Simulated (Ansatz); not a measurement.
**Optical response of LaYO2F2 (model structure)**

What colour and refractive index does LaYO2F2 (model structure) have at this level of theory? The structure is a model built here, which may or may not match a known phase. It was built so: 1 of the 2 La atoms of the cell replaced by Y in the P4/nmm structure of LaOF.

Program: Ansatz 0.2.0. Level of theory: DFT, PBE, plane-wave PAW, default files, scalar-relativistic, independent-particle optical response without local fields. Results are calculated unless marked as measured.

### 1. The structure

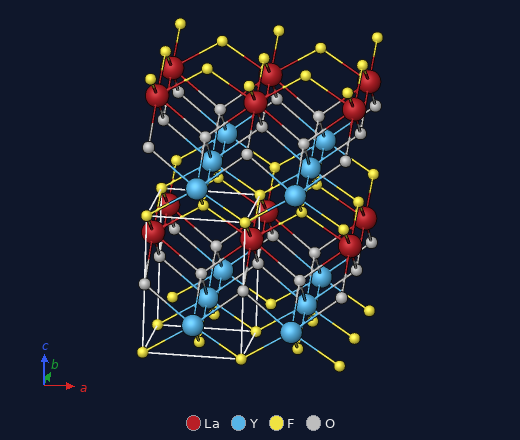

The starting structure, seen slightly off an axis (lanthanum red, yttrium blue, fluorine yellow, oxygen light grey). 2×2×2 cells are drawn. Some periodic images of atoms are drawn too.

### 2. Relaxation

The structure was built or cut out here, so it is relaxed before any spectrum is computed.

This step: DFT, PBE, plane-wave PAW, default files, scalar-relativistic, relaxation (Ansatz 0.2.0).

input.yaml

```yaml
crystal:
  lattice:
    - [3.99616318, 0.0, 0.0]
    - [0.0, 3.99616318, 0.0]
    - [0.0, 0.0, 5.71634]
  atoms:
    - { symbol: La, position: [0.0, 0.5, 0.778] }
    - { symbol: "Y", position: [0.5, 0.0, 0.222] }
    - { symbol: F, position: [0.5, 0.5, 0.0] }
    - { symbol: F, position: [0.0, 0.0, 0.0] }
    - { symbol: O, position: [0.5, 0.5, 0.5] }
    - { symbol: O, position: [0.0, 0.0, 0.5] }
kpoints:
  mp_grid: { grid: [6, 6, 4] }
scf:
  occupations: { method: fermi_dirac, width: 0.05 }
hamiltonian:
  xc: pbe
  pseudopotentials: { kind: paw }
output:
  forces: true
  stress: true
relax:
  f_tol: 0.02
  max_steps: 50
  cell: {}
```

Started as:

```console
ansatz run input.yaml --threads 2 --pin off --max-ram 5120MiB --backend cpu --events-out ev --progress --plain --runs-dir out
```

Numbers of over 12 decimals in the logs are rounded to 6 here.

Output:

```text
Engine: ansatz 0.2.0, x86_64-unknown-linux-gnu
Pseudopotentials: kind: paw
Pseudopotential: La, paw, valence charge 11, recommended cutoff 420 eV (normal), La.paw.azcp
Pseudopotential: Y, paw, valence charge 11, recommended cutoff 420 eV (normal), Y.paw.azcp
Pseudopotential: F, paw, valence charge 7, recommended cutoff 420 eV (normal), F.paw.azcp
Pseudopotential: O, paw, valence charge 6, recommended cutoff 420 eV (normal), O.paw.azcp
Functional definition: PBE
  parameter kappa = 0.804
  parameter beta = 0.066725
  exchange = pbe_x(kappa = kappa, mu = beta*pi^2/3)
  correlation = pbe_c(beta = beta)
Crystal: 6 atoms, lattice volume = 91.286 Å³
Basis set: ecut = 420 eV, 1819 PW (Γ), exchange–correlation on 54×54×80 points (8 copies of the dense FFT grid, shifted against one another)
Bands: 30, of which v1, the nominal top of the filled ones, is band 24 counted from 1 (23 counted from 0)
Symmetry: 8 space group operations
Space group: P4mm (ITA 99), of the structure as read, at distance tolerance 4.5e-5 Å
k-points: 30 of 144 (time reversal used)
Non-local potential: La, projectors of the file, l = 0: 3, l = 1: 2, l = 2: 2, l = 3: 3
Non-local potential: Y, projectors of the file, l = 0: 3, l = 1: 2, l = 2: 2, l = 3: 1
Non-local potential: F, projectors of the file, l = 0: 2, l = 1: 2, l = 2: 1
Non-local potential: O, projectors of the file, l = 0: 2, l = 1: 2, l = 2: 1
PAW form: soft (Blöchl's): semilocal exchange-correlation on the pseudo side does not see the compensation charge
PAW one-centre angular grid: La, 590 points (default); XC on 64 Gauss nodes
PAW one-centre angular grid: Y, 590 points (default); XC on 64 Gauss nodes
PAW one-centre angular grid: F, 110 points (default); XC on 64 Gauss nodes
PAW one-centre angular grid: O, 110 points (default); XC on 64 Gauss nodes
Initial density: superposition of atomic densities (neutral atoms: chi_scale 0, normalization atom), corrected by the library's trained network
Initial wavefunctions: pseudopotential atomic-orbital guess
Functional: x = pbe(κ = 0.804, μ = 0.219515), c = pbe(β = 0.066725)
SCF iter   1: F=—  HF=-12859.406491 eV  |F-HF|=—  |Δ(HF+E_count)|=         —  Δρ=6.26e-3  dr2=6.52e-2  ethr=1.77e-3  ⟨swp⟩=4.8  Hψ=3509  notcnv=0
preconditioner: auto → Resta (q_TF=auto, 2.451 Å⁻¹)  ε∞=4.5  [insulator: Δε(μ)=1.843 eV  Ē_g=13.159 eV  σ=0.050 eV  W_gap=1.00  n_scr=20 (ndim 8)  ℏωp=24.6 eV  f_vac=0.056  D(μ)=0.00/eV (n_scr^D=0)  ε∞_Penn≈4.5]
SCF iter   2: F=—  HF=-12859.398343 eV  |F-HF|=—  |Δ(HF+E_count)|=   8.15e-3  Δρ=4.48e-3  dr2=1.20e-2  ethr=1.36e-4  ⟨swp⟩=2.7  Hψ=1898  notcnv=0  defer=22
SCF iter   3: F=—  HF=-12859.396558 eV  |F-HF|=—  |Δ(HF+E_count)|=   1.79e-3  Δρ=1.42e-3  dr2=4.03e-3  ethr=2.49e-5  ⟨swp⟩=2.0  Hψ=1429  notcnv=0  defer=23
SCF iter   4: F=—  HF=-12859.396190 eV  |F-HF|=—  |Δ(HF+E_count)|=   3.67e-4  Δρ=8.52e-4  dr2=8.49e-4  ethr=8.39e-6  ⟨swp⟩=2.6  Hψ=1476  notcnv=0  defer=23
SCF iter   5: F=—  HF=-12859.396060 eV  |F-HF|=—  |Δ(HF+E_count)|=   1.31e-4  Δρ=2.00e-4  dr2=5.55e-5  ethr=1.77e-6  ⟨swp⟩=2.1  Hψ=1331  notcnv=0  defer=23
SCF iter   6: F=—  HF=-12859.396053 eV  |F-HF|=—  |Δ(HF+E_count)|=   7.03e-6  Δρ=5.84e-5  dr2=3.52e-6  ethr=1.16e-7  ⟨swp⟩=2.1  Hψ=1490  notcnv=0  defer=24
SCF iter   7: F=—  HF=-12859.396058 eV  |F-HF|=—  |Δ(HF+E_count)|=   4.99e-6  Δρ=1.20e-5  dr2=1.64e-7  ethr=7.32e-9  ⟨swp⟩=2.0  Hψ=1499  notcnv=0  defer=24
SCF iter   8: F=-12859.396058 eV  HF=-12859.396058 eV  |F-HF|=1.53e-8  |Δ(HF+E_count)|=   3.33e-7  Δρ=2.84e-6  dr2=1.14e-8  ethr=2.08e-10  ⟨swp⟩=4.6  Hψ=3216  notcnv=0
SCF 1 converged in 8 iterations: F = -12859.396058 eV  dr2 = 1.14e-8
  greatest PAW one-centre occupation: 0.993 electrons in one spin orbital (limit 2), on the Y atom at site 1 (counted from 0), in its partial waves of l = 0
relax step   1: F+E_penalty+E_count = -12859.39605795 eV  Δ(F+E_penalty+E_count) = +0.000e0 eV  max|allowed force component| = 8.822e0 eV/Å  Δτ_max = 0.0000 Å  P = -1.662 GPa  Ω = 91.286 Å³  (8 SCF iters, dr2 threshold 1.00e-7 eV, accepted)
Crystal: 6 atoms, lattice volume = 90.547 Å³
Basis set: ecut = 420 eV, 1787 PW (Γ), exchange–correlation on 54×54×80 points (8 copies of the dense FFT grid, shifted against one another)
Initial density: handed on by an earlier stage of this run
Initial wavefunctions: those handed on with the density
iter 1 solved again at ethr=1.03e-3 eV; its pass at ethr=3.10e-3 eV (dr2=4.96e-1 eV) is discarded
SCF iter   1: F=—  HF=-12862.029704 eV  |F-HF|=—  |Δ(HF+E_count)|=         —  Δρ=2.29e-2  dr2=4.96e-1  ethr=1.03e-3  ⟨swp⟩=1.0  Hψ=5985  notcnv=0
preconditioner: auto → Resta (q_TF=auto, 2.454 Å⁻¹)  ε∞=4.0  [insulator: Δε(μ)=3.948 eV  Ē_g=14.843 eV  σ=0.050 eV  W_gap=1.00  n_scr=20 (ndim 8)  ℏωp=25.9 eV  f_vac=0.066  D(μ)=0.00/eV (n_scr^D=0)  ε∞_Penn≈4.0]
SCF iter   2: F=—  HF=-12861.942684 eV  |F-HF|=—  |Δ(HF+E_count)|=   8.70e-2  Δρ=1.08e-2  dr2=7.66e-2  ethr=1.03e-3  ⟨swp⟩=2.9  Hψ=1605  notcnv=0
SCF iter   3: F=—  HF=-12861.931631 eV  |F-HF|=—  |Δ(HF+E_count)|=   1.11e-2  Δρ=4.97e-3  dr2=2.18e-2  ethr=1.59e-4  ⟨swp⟩=2.9  Hψ=1714  notcnv=0  defer=42
SCF iter   4: F=—  HF=-12861.930869 eV  |F-HF|=—  |Δ(HF+E_count)|=   7.61e-4  Δρ=1.13e-3  dr2=7.26e-4  ethr=4.54e-5  ⟨swp⟩=2.5  Hψ=1615  notcnv=0  defer=42
SCF iter   5: F=—  HF=-12861.931454 eV  |F-HF|=—  |Δ(HF+E_count)|=   5.85e-4  Δρ=5.94e-4  dr2=2.01e-4  ethr=1.51e-6  ⟨swp⟩=2.0  Hψ=1465  notcnv=0  defer=42
SCF iter   6: F=—  HF=-12861.931429 eV  |F-HF|=—  |Δ(HF+E_count)|=   2.54e-5  Δρ=1.32e-4  dr2=1.50e-5  ethr=4.19e-7  ⟨swp⟩=2.0  Hψ=1387  notcnv=0  defer=42
SCF iter   7: F=—  HF=-12861.931453 eV  |F-HF|=—  |Δ(HF+E_count)|=   2.43e-5  Δρ=3.39e-5  dr2=1.34e-6  ethr=3.13e-8  ⟨swp⟩=2.0  Hψ=1522  notcnv=0  defer=42
SCF iter   8: F=-12861.931455 eV  HF=-12861.931455 eV  |F-HF|=1.75e-7  |Δ(HF+E_count)|=   1.60e-6  Δρ=7.57e-6  dr2=6.70e-8  ethr=1.25e-9  ⟨swp⟩=4.5  Hψ=3217  notcnv=0
SCF 2 converged in 8 iterations: F = -12861.931455 eV  dr2 = 6.70e-8
relax step   2: F+E_penalty+E_count = -12861.93145484 eV  Δ(F+E_penalty+E_count) = -2.535e0 eV  max|allowed force component| = 4.517e0 eV/Å  Δτ_max = 0.1950 Å  P = -3.090 GPa  Ω = 90.547 Å³  energy of the carried Pulay correction = +2.311e-3 eV  (8 SCF iters, dr2 threshold 6.00e-7 eV, accepted)
Crystal: 6 atoms, lattice volume = 88.492 Å³
Basis set: ecut = 420 eV, 1755 PW (Γ), exchange–correlation on 54×54×80 points (8 copies of the dense FFT grid, shifted against one another)
iter 1 solved again at ethr=9.50e-4 eV; its pass at ethr=3.10e-3 eV (dr2=4.56e-1 eV) is discarded
SCF iter   1: F=—  HF=-12862.931951 eV  |F-HF|=—  |Δ(HF+E_count)|=         —  Δρ=2.38e-2  dr2=4.61e-1  ethr=9.50e-4  ⟨swp⟩=1.0  Hψ=5878  notcnv=0
preconditioner: auto → Resta (q_TF=auto, 2.464 Å⁻¹)  ε∞=4.1  [insulator: Δε(μ)=4.959 eV  Ē_g=14.832 eV  σ=0.050 eV  W_gap=1.00  n_scr=20 (ndim 8)  ℏωp=26.2 eV  f_vac=0.071  D(μ)=0.00/eV (n_scr^D=0)  ε∞_Penn≈4.1]
SCF iter   2: F=—  HF=-12862.847199 eV  |F-HF|=—  |Δ(HF+E_count)|=   8.48e-2  Δρ=1.02e-2  dr2=6.59e-2  ethr=9.50e-4  ⟨swp⟩=2.7  Hψ=1592  notcnv=0
SCF iter   3: F=—  HF=-12862.839635 eV  |F-HF|=—  |Δ(HF+E_count)|=   7.56e-3  Δρ=4.96e-3  dr2=1.87e-2  ethr=1.37e-4  ⟨swp⟩=3.1  Hψ=1682  notcnv=0  defer=43
SCF iter   4: F=—  HF=-12862.840680 eV  |F-HF|=—  |Δ(HF+E_count)|=   1.04e-3  Δρ=9.95e-4  dr2=5.71e-4  ethr=3.89e-5  ⟨swp⟩=2.3  Hψ=1579  notcnv=0  defer=43
SCF iter   5: F=—  HF=-12862.841477 eV  |F-HF|=—  |Δ(HF+E_count)|=   7.97e-4  Δρ=4.25e-4  dr2=1.03e-4  ethr=1.19e-6  ⟨swp⟩=2.0  Hψ=1497  notcnv=0  defer=43
SCF iter   6: F=—  HF=-12862.841492 eV  |F-HF|=—  |Δ(HF+E_count)|=   1.48e-5  Δρ=1.43e-4  dr2=1.44e-5  ethr=2.15e-7  ⟨swp⟩=2.0  Hψ=1451  notcnv=0  defer=43
SCF iter   7: F=—  HF=-12862.841512 eV  |F-HF|=—  |Δ(HF+E_count)|=   2.02e-5  Δρ=3.04e-5  dr2=1.09e-6  ethr=3.00e-8  ⟨swp⟩=2.1  Hψ=1396  notcnv=0  defer=43
SCF iter   8: F=-12862.841515 eV  HF=-12862.841515 eV  |F-HF|=1.22e-7  |Δ(HF+E_count)|=   2.33e-6  Δρ=6.02e-6  dr2=5.16e-8  ethr=1.25e-9  ⟨swp⟩=4.0  Hψ=3162  notcnv=0
SCF 3 converged in 8 iterations: F = -12862.841515 eV  dr2 = 5.16e-8
relax step   3: F+E_penalty+E_count = -12862.84151479 eV  Δ(F+E_penalty+E_count) = -9.101e-1 eV  max|allowed force component| = 4.257e-1 eV/Å  Δτ_max = 0.1948 Å  P = +2.604 GPa  Ω = 88.492 Å³  energy of the carried Pulay correction = +8.836e-3 eV  (8 SCF iters, dr2 threshold 6.00e-7 eV, accepted)
[... from here on, the SCF cycles and remarks between the steps are left out ...]
relax step   4: F+E_penalty+E_count = -12862.86415773 eV  Δ(F+E_penalty+E_count) = -2.264e-2 eV  max|allowed force component| = 2.631e-1 eV/Å  Δτ_max = 0.0162 Å  P = +0.510 GPa  Ω = 89.639 Å³  energy of the carried Pulay correction = +5.175e-3 eV  (7 SCF iters, dr2 threshold 6.00e-7 eV, accepted)
relax step   5: F+E_penalty+E_count = -12862.86571850 eV  Δ(F+E_penalty+E_count) = -1.561e-3 eV  max|allowed force component| = 1.218e-1 eV/Å  Δτ_max = 0.0123 Å  P = +0.090 GPa  Ω = 90.094 Å³  energy of the carried Pulay correction = +3.737e-3 eV  (6 SCF iters, dr2 threshold 6.00e-7 eV, accepted)
relax step   6: F+E_penalty+E_count = -12862.86646574 eV  Δ(F+E_penalty+E_count) = -7.472e-4 eV  max|allowed force component| = 8.444e-2 eV/Å  Δτ_max = 0.0057 Å  P = -0.040 GPa  Ω = 90.192 Å³  energy of the carried Pulay correction = +3.426e-3 eV  (5 SCF iters, dr2 threshold 6.00e-7 eV, accepted)
relax step   7: F+E_penalty+E_count = -12862.86713667 eV  Δ(F+E_penalty+E_count) = -6.709e-4 eV  max|allowed force component| = 2.160e-2 eV/Å  Δτ_max = 0.0069 Å  P = -0.050 GPa  Ω = 90.209 Å³  energy of the carried Pulay correction = +3.375e-3 eV  (5 SCF iters, dr2 threshold 4.46e-7 eV, accepted)
relax step   8: F+E_penalty+E_count = -12862.86729244 eV  Δ(F+E_penalty+E_count) = -1.558e-4 eV  max|allowed force component| = 1.919e-3 eV/Å  Δτ_max = 0.0015 Å  P = -0.009 GPa  Ω = 90.171 Å³  energy of the carried Pulay correction = +3.494e-3 eV  (5 SCF iters, dr2 threshold 2.92e-8 eV, accepted)
relax step   9: F+E_penalty+E_count = -12862.86390573 eV  Δ(F+E_penalty+E_count) = +3.387e-3 eV  max|allowed force component| = 1.853e-3 eV/Å  Δτ_max = 0.0000 Å  P = -0.077 GPa  Ω = 90.171 Å³  stress off target by 7.77e-2 GPa  SCF on the basis re-selected at this cell (its energy is not comparable with the rows above)  (6 SCF iters)
relax step  10: F+E_penalty+E_count = -12862.86410406 eV  Δ(F+E_penalty+E_count) = -1.983e-4 eV  max|allowed force component| = 8.422e-4 eV/Å  Δτ_max = 0.0003 Å  P = -0.003 GPa  Ω = 90.113 Å³  energy of the carried Pulay correction = +1.841e-4 eV  (6 SCF iters, dr2 threshold 1.51e-8 eV, accepted)
iter 1 solved again at ethr=2.76e-7 eV; its pass at ethr=3.10e-3 eV (dr2=1.32e-4 eV) is discarded
SCF iter   1: F=—  HF=-12862.863850 eV  |F-HF|=—  |Δ(HF+E_count)|=         —  Δρ=5.60e-6  dr2=7.15e-9  ethr=2.76e-7  ⟨swp⟩=3.5  Hψ=6029  notcnv=0
eigensolver tolerance schedule: the retry pair's looser diagonalisation over-reported the residual by 18522.28 of it (diagonalisation noise at an unbounded share of the residual, at the tolerance the schedule requests for it); recorded, not acted on — ethr = c·dr2/N_el stays at c = 1.0e-1
preconditioner: auto → Resta (q_TF=auto, 2.456 Å⁻¹)  ε∞=4.2  [insulator: Δε(μ)=4.462 eV  Ē_g=14.610 eV  σ=0.050 eV  W_gap=1.00  n_scr=20 (ndim 8)  ℏωp=25.9 eV  f_vac=0.075  D(μ)=0.00/eV (n_scr^D=0)  ε∞_Penn≈4.2]
SCF iter   2: F=—  HF=-12862.863946 eV  |F-HF|=—  |Δ(HF+E_count)|=   9.62e-5  Δρ=3.15e-6  dr2=3.21e-9  ethr=1.49e-11  ⟨swp⟩=3.4  Hψ=2345  notcnv=0
SCF iter   3: F=—  HF=-12862.863946 eV  |F-HF|=—  |Δ(HF+E_count)|=   4.11e-9  Δρ=1.60e-6  dr2=7.00e-10  ethr=6.69e-12  ⟨swp⟩=2.0  Hψ=1140  notcnv=0
SCF iter   4: F=—  HF=-12862.863946 eV  |F-HF|=—  |Δ(HF+E_count)|=   2.16e-9  Δρ=3.68e-7  dr2=9.61e-11  ethr=1.46e-12  ⟨swp⟩=2.0  Hψ=1557  notcnv=0
SCF iter   5: F=-12862.863946 eV  HF=-12862.863946 eV  |F-HF|=6.73e-11  |Δ(HF+E_count)|=  1.22e-10  Δρ=2.13e-7  dr2=3.16e-11  ethr=1.00e-12  ⟨swp⟩=4.1  Hψ=3117  notcnv=0
SCF 11 converged in 5 iterations: F = -12862.863946 eV  dr2 = 3.16e-11
relax step  11: F+E_penalty+E_count = -12862.86394584 eV  Δ(F+E_penalty+E_count) = +1.582e-4 eV  max|allowed force component| = 8.098e-4 eV/Å  Δτ_max = 0.0000 Å  P = -0.005 GPa  Ω = 90.113 Å³  stress off target by 5.06e-3 GPa  SCF on the basis re-selected at this cell (its energy is not comparable with the rows above)  (5 SCF iters)
basis re-selected at this cell: Δ(F+E_penalty+E_count) = +1.582e-4 eV, ΔP = -0.002 GPa vs the last step (what re-selecting the basis moved, of the pressure what is left beyond the Pulay correction that the steps carried, after the strain that the cell walked since its last selection, with what the two solves' SCF thresholds leave and, on support functions, any second-order correction that the steps lacked; it is no m [...]
SCF converged after 5 iterations
Free energy (F): -12862.863946 eV
Harris-Foulkes:  -12862.863946 eV  (|F-HF|=6.73e-11)
Internal energy: -12862.863946 eV  (E = F + TS)
E sigma→0 (E₀):  -12862.863946 eV
Fermi energy:    10.197462 eV
--- Per-component energies (eV) ---
  E_band       = -165.885864
  E_kinetic    = 1263.793533
  E_local      = -2681.261340  (includes V_loc(G=0)·N_el)
  E_nonlocal   = 388.267460
  E_hartree    = 964.430952
  E_xc         = -623.852992
  E_vxc        = -744.623267  (∫ρ·V_xc dr)
  E_paw        = -8959.401042  (= ΣΔE_a)
  E_vpaw       = -320.933113  (= ΣTr[D̂ρ^β])
  E_aug_tail   = 0.009016  (compensation charges beyond the density's cutoff)
  E_ewald      = -3214.849532
  E_smearing   = -0.000000  (= −TS)
  E_closure    = 0.000000  (closes the sum)
  Σ components = -12862.863946   (vs F -12862.863946, Δ=0.00e0)
--- Forces (eV/Å), atoms counted from 1 ---
  atom   1  La    -0.00000000    -0.00000000    -0.00068644
  atom   2  Y      0.00000000    -0.00000000     0.00080966
  atom   3  F      0.00000000    -0.00000000     0.00027326
  atom   4  F      0.00000000    -0.00000000     0.00027326
  atom   5  O      0.00000000    -0.00000000    -0.00033532
  atom   6  O     -0.00000000     0.00000000    -0.00033532
  max |Σ_I F_I| component: 9.09e-7 eV/Å
--- Stress (GPa, compression-positive) ---
       -0.005040       0.000000      -0.000000
        0.000000      -0.005040       0.000000
       -0.000000       0.000000      -0.005058
  P = ⅓ Tr σ = -0.0050 GPa (-0.050 kbar)
--- Relaxed structure (9 steps of the walk, 9 accepted, 2 SCFs on fresh bases) ---
  F+E_penalty+E_count = -12862.86394584 eV   max|allowed force component| = 8.098e-4 eV/Å   (the final SCF, on the basis selected at the relaxed cell)
  cell:  # Å, volume = 90.1132 Å³
    - [3.973438, 0.0, 0]
    - [0.0, 3.973438, 0.0]
    - [0, 0.0, 5.707625]
  atoms:
    - { symbol: La, position: [0, 0.5, 0.714228] }
    - { symbol: Y, position: [0.5, 0.0, 0.290863] }
    - { symbol: F, position: [0.5, 0.5, 0.010556] }
    - { symbol: F, position: [0, 0.0, 0.010556] }
    - { symbol: O, position: [0.5, 0.5, 0.486898] }
    - { symbol: O, position: [0, 0.0, 0.486898] }
```

Run time: 12 s. Hardware: 2 threads of AMD EPYC 9R45, shared host; peak memory 0.47 GiB; 24 s of CPU time.

Step by step:

| step | energy less that of the first step (eV) | largest force component (eV/Å) | pressure (GPa) | volume (Å³) |
| --- | --- | --- | --- | --- |
| 1 | 0.0000 | 8.8224 | -1.66 | 91.29 |
| 2 | -2.5354 | 4.5171 | -3.09 | 90.55 |
| 3 | -3.4455 | 0.4257 | 2.60 | 88.49 |
| 4 | -3.4681 | 0.2631 | 0.51 | 89.64 |
| 5 | -3.4697 | 0.1218 | 0.09 | 90.09 |
| 6 | -3.4704 | 0.0844 | -0.04 | 90.19 |
| 7 | -3.4711 | 0.0216 | -0.05 | 90.21 |
| 8 | -3.4712 | 0.0019 | -0.01 | 90.17 |
| 9* | -3.4678 | 0.0019 | -0.08 | 90.17 |
| 10 | -3.4680 | 0.0008 | 0.00 | 90.11 |
| 11* | -3.4679 | 0.0008 | -0.01 | 90.11 |

Relaxation steps marked * repeat the geometry before them on a plane-wave basis chosen anew for their cell, so energy and pressure can jump there.

Forces are held to the 8 operations that the run works with; a distortion that breaks them can't arise in this run.

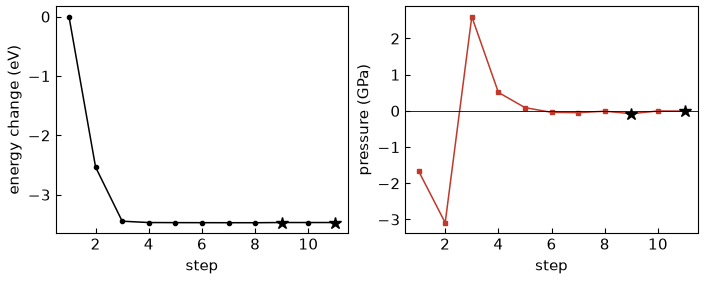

Energy and pressure along the relaxation. Stars mark steps on a basis chosen anew.

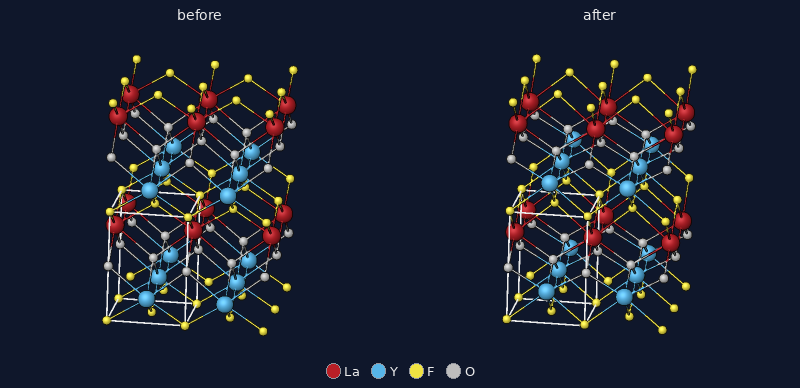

Before and after, at one scale.

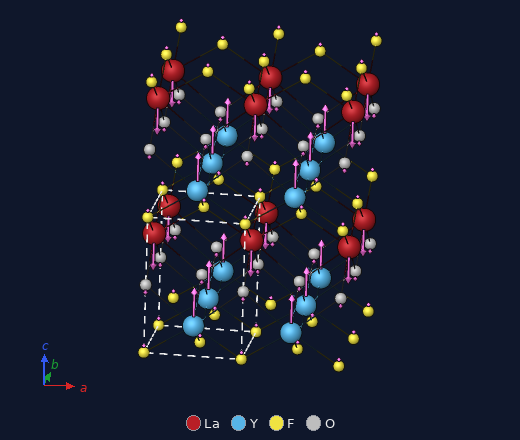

Displacements in the relaxation, exaggerated, measured against the changing cell; the longest in the cell stands for 0.39 Å. 2×2×2 cells are drawn. Some periodic images of atoms are drawn too.

| conventional cell, symmetrised | before | after | change |
| --- | --- | --- | --- |
| a (Å) | 3.996 | 3.973 | -0.6 % |
| b (Å) | 3.996 | 3.973 | -0.6 % |
| c (Å) | 5.716 | 5.708 | -0.2 % |
| volume (Å³/atom) | 15.21 | 15.02 | -1.3 % |

The atoms that moved most (Å, as changes of fractional coordinates times the final cell):

| atom | dx | dy | dz | length |
| --- | --- | --- | --- | --- |
| Y2 | 0.000 | 0.000 | 0.393 | 0.393 |
| La1 | 0.000 | 0.000 | -0.364 | 0.364 |
| O6 | 0.000 | 0.000 | -0.075 | 0.075 |
| O5 | 0.000 | 0.000 | -0.075 | 0.075 |
| F4 | 0.000 | 0.000 | 0.060 | 0.060 |
| F3 | 0.000 | 0.000 | 0.060 | 0.060 |

The relaxed structure:

```xyz
6
Lattice="3.9734 0.0000 0.0000 0.0000 3.9734 0.0000 0.0000 0.0000 5.7076" Properties=species:S:1:pos:R:3 pbc="T T T"
La    0.0000    1.9867    4.0765
Y     1.9867    0.0000    1.6601
F     1.9867    1.9867    0.0602
F     0.0000    0.0000    0.0602
O     1.9867    1.9867    2.7790
O     0.0000    0.0000    2.7790
```

The relaxation ends with a largest force component of 8.1e-4 eV/Å and a pressure of -0.01 GPa.

(Continued in part 2 of 3.)

[Logs are printed without paths, hosts, clocks, repeated set-up lines and the standing remarks that a program may print on its own settings, such as how far it seeks lower states.]

[Hosts, paths, dates, database ids (printed as entryN), source tags and the programs' standing remarks are cut or masked in the printed files.]
